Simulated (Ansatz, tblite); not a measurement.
**Ga6As6 wurtzite hole sphere (Ga6As6H18): spin states and exact exchange**

Aim: set other spin states of Ga6As6 wurtzite hole sphere (Ga6As6H18) against its singlet, on many levels of theory.

Computed with Ansatz 0.2.0, Gaussian basis. Level: as each input shows.

Levels to be run: triplet, at the geometry of the singlet (GFN1-xTB, GFN2-xTB, PBE0-D4/def2-TZVP, PBE-D4/def2-TZVP); the singlet's energies come from earlier runs.

### 1 The geometry

The geometry is that of the singlet, from an earlier relaxation (PBE-D4/def2-SVP).

30 atoms, charge 0, spin multiplicity 1.

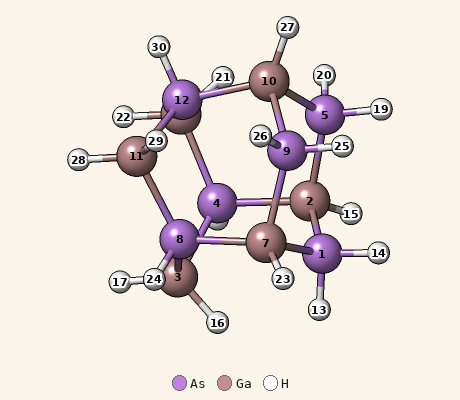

The structure; arsenic purple, gallium pink, hydrogen white; atoms are numbered from 1 in the order of the file.

### 2 Triplet at the fixed geometry, GFN1-xTB

Tight binding, by tblite at 300 K electronic temperature and without a spin-polarisation term:

```python
tblite.interface.Calculator('GFN1-xTB', numbers, positions, charge=0, uhf=2).singlepoint()
```

Energy -868.3298 eV; 0.14 s.

### 3 Triplet at the fixed geometry, GFN2-xTB

Tight binding, by tblite at 300 K electronic temperature and without a spin-polarisation term:

```python
tblite.interface.Calculator('GFN2-xTB', numbers, positions, charge=0, uhf=2).singlepoint()
```

Energy -826.5119 eV; 0.12 s.

### 4 Triplet at the fixed geometry, PBE0-D4/def2-TZVP

in.yaml

```yaml
crystal:
  periodic: [false, false, false]
  atoms:
    - {symbol: As, position_ang: [-0.003492, -2.184580, -1.928768]}
    - {symbol: Ga, position_ang: [-2.196875, -1.268737, -1.108399]}
    - {symbol: Ga, position_ang: [0.002134, -2.557021, 2.079718]}
    - {symbol: As, position_ang: [-1.897339, -1.095694, 1.313160]}
    - {symbol: As, position_ang: [-1.891734, 1.088717, -1.928646]}
    - {symbol: Ga, position_ang: [-2.215253, 1.280568, 2.076971]}
    - {symbol: Ga, position_ang: [2.192991, -1.268892, -1.116054]}
    - {symbol: As, position_ang: [1.900352, -1.097515, 1.306584]}
    - {symbol: As, position_ang: [1.886071, 1.089334, -1.933071]}
    - {symbol: Ga, position_ang: [-0.002182, 2.532813, -1.111608]}
    - {symbol: Ga, position_ang: [2.219083, 1.278052, 2.071762]}
    - {symbol: As, position_ang: [0.001551, 2.191575, 1.310649]}
    - {symbol: H, position_ang: [-0.003308, -3.679715, -1.646700]}
    - {symbol: H, position_ang: [-0.006455, -2.263331, -3.454242]}
    - {symbol: H, position_ang: [-3.420659, -1.974816, -1.806577]}
    - {symbol: H, position_ang: [0.000044, -3.850105, 1.159383]}
    - {symbol: H, position_ang: [0.006269, -2.590311, 3.656635]}
    - {symbol: H, position_ang: [-3.163311, -1.827412, 1.759586]}
    - {symbol: H, position_ang: [-1.953100, 1.123966, -3.454456]}
    - {symbol: H, position_ang: [-3.187555, 1.837192, -1.654686]}
    - {symbol: H, position_ang: [-3.329553, 1.927067, 1.149884]}
    - {symbol: H, position_ang: [-2.250067, 1.303676, 3.653560]}
    - {symbol: H, position_ang: [3.414904, -1.974563, -1.817819]}
    - {symbol: H, position_ang: [3.167670, -1.828625, 1.750061]}
    - {symbol: H, position_ang: [1.946757, 1.126437, -3.458912]}
    - {symbol: H, position_ang: [3.182120, 1.837532, -1.658519]}
    - {symbol: H, position_ang: [-0.002519, 3.945078, -1.811300]}
    - {symbol: H, position_ang: [2.256442, 1.298112, 3.648649]}
    - {symbol: H, position_ang: [3.333249, 1.924560, 1.144218]}
    - {symbol: H, position_ang: [0.003965, 3.654737, 1.753936]}
basis:
  gaussian: {orbitals: def2-TZVP, fitting: {mean_field: def2-universal-jkfit}}
magnetization: {spin_polarized: true, initial_magnetization: 2}
hamiltonian: {xc: pbe0, dispersion: d4}
scf: {omitted_lower_state_checks: [starts]}
output: {orbitals: {seedname: orbitals}}
```

Launch:

```sh
ansatz run in.yaml --threads 2 --pin off --events-out ev --progress --plain --max-ram 32768MiB --backend cuda --devices 0, --max-vram 18GiB
```

Log:

```text
Functional definition: PBE0
  name "PBE0"
  cite "Adamo & Barone, J. Chem. Phys. 110, 6158 (1999) doi:10.1063/1.478522"
  cite "Perdew, Burke & Ernzerhof, Phys. Rev. Lett. 77, 3865 (1996) doi:10.1103/PhysRevLett.77.3865"
  parent pbe
  parameter a = 0.25
  parameter kappa = 0.804
  parameter beta = 0.06672455060314922
  exchange = (1 - a)*pbe_x(kappa = kappa, mu = beta*pi^2/3) + a*exact_x
  correlation = pbe_c(beta = beta)
these checks for a lower state are left out or cut short: starts
3516 factors; integrals over basis functions are off by at most 6.3e-1 eV
mean field evaluation 1: about -679521.8323 eV, gradient 4.2e1 eV
mean field evaluation 2: about -679517.4443 eV, gradient 5.6e1 eV
mean field evaluation 4: about -679525.7673 eV, gradient 7.2e0 eV
mean field evaluation 8: about -679526.1335 eV, gradient 5.0e-1 eV
mean field evaluation 16: about -679526.1566 eV, gradient 8.8e-2 eV
mean field evaluation 32: about -679526.2049 eV, gradient 6.1e-2 eV
mean field -679526.20545211 eV, -24972.1274509598 hartree, gradient 5.4e-6 eV, S^2 2.007194; 0 other end points of the search recorded, 0 dependent functions left out
reference -679526.20552015 eV, -24972.1274534603 hartree; 202, 200 occupied and 482, 484 virtual orbitals, 3516 factors
Total energy: -679528.17799758 eV, -24972.1999406687 hartree
Checks for a lower state left out: starts
```

It took 64 s on 1 × H100 (card shared with other runs) with 2 threads of AMD EPYC 7R13, shared host; peak host memory 1.4 GiB.

From the report: HOMO -2.52 eV, LUMO -6.21 eV (over both spins; with the spin held, an empty level of the minority spin lies below the top filled one); ⟨S²⟩ 2.007 (pure: 2.00).

### 5 Triplet at the fixed geometry, PBE-D4/def2-TZVP

start.molden holds the orbitals of an earlier run on this state, given as this run's starting guess.

Changes to in.yaml since step 4:

```diff
@@ -34,5 +34,5 @@
 basis:
-  gaussian: {orbitals: def2-TZVP, fitting: {mean_field: def2-universal-jkfit}}
+  gaussian: {orbitals: def2-TZVP, fitting: {mean_field: def2-universal-jkfit}, initial_orbitals: start.molden}
 magnetization: {spin_polarized: true, initial_magnetization: 2}
-hamiltonian: {xc: pbe0, dispersion: d4}
+hamiltonian: {xc: pbe, dispersion: d4}
 scf: {omitted_lower_state_checks: [starts]}
```

The command is unchanged.

Log:

```text
Functional definition: PBE
  name "PBE"
  cite "Perdew, Burke & Ernzerhof, Phys. Rev. Lett. 77, 3865 (1996) doi:10.1103/PhysRevLett.77.3865"
  parent pbe
  parameter kappa = 0.804
  parameter beta = 0.06672455060314922
  exchange = pbe_x(kappa = kappa, mu = beta*pi^2/3)
  correlation = pbe_c(beta = beta)
these checks for a lower state are left out or cut short: starts
3516 factors; integrals over basis functions are off by at most 6.3e-1 eV
mean field evaluation 1: about -679508.0939 eV, gradient 1.9e1 eV
mean field evaluation 2: about -679508.7725 eV, gradient 8.8e-1 eV
mean field evaluation 4: about -679508.8866 eV, gradient 1.1e-1 eV
mean field evaluation 8: about -679508.8834 eV, gradient 1.3e-3 eV
mean field evaluation 16: about -679508.8834 eV, gradient 6.4e-5 eV
mean field -679508.88343755 eV, -24971.4908786661 hartree, gradient 2.5e-6 eV, S^2 2.002902; 0 other end points of the search recorded, 0 dependent functions left out
reference -679508.88352838 eV, -24971.4908820040 hartree; 202, 200 occupied and 482, 484 virtual orbitals, 3516 factors
Total energy: -679511.06138793 eV, -24971.5709168662 hartree
Checks for a lower state left out: starts
```

Run time: 21 s. Hardware: 1 × H100 (card shared with other runs) with 2 threads of AMD EPYC 7R13, shared host; peak host memory 1.3 GiB.

Report: HOMO -2.17 eV, LUMO -6.38 eV (over both spins; with the spin held, an empty level of the minority spin lies below the top filled one); ⟨S²⟩ 2.003 (pure: 2.00).

### 6 Triplet less singlet, vertical

The singlet's energies are those of its earlier runs, whose logs aren't repeated here.

| level | triplet less singlet, vertical (kJ/mol) | time |
| --- | --- | --- |
| GFN1-xTB | +393.1 | 0.26 s |
| GFN2-xTB | +369.7 | 0.21 s |
| PBE-D4/def2-TZVP | +399.2 | 29 s |
| PBE0-D4/def2-TZVP | +460.9 | 76 s |

Times add the two runs; a level without a time comes out of a correlated run. Tight binding without a spin term can't rank spin states.

### 7 What came out

| quantity | value |
| --- | --- |
| triplet less singlet, vertical, functionals in def2-TZVP | +399.2 (PBE-D4) to +460.9 kJ/mol (PBE0-D4) |

**Reading.** All functionals put the triplet above the singlet, over a spread of 61.7 kJ/mol. The checks for a lower triplet were left out, so another state of that spin may lie lower. These are electronic energies, without zero-point motion, entropy or surroundings.
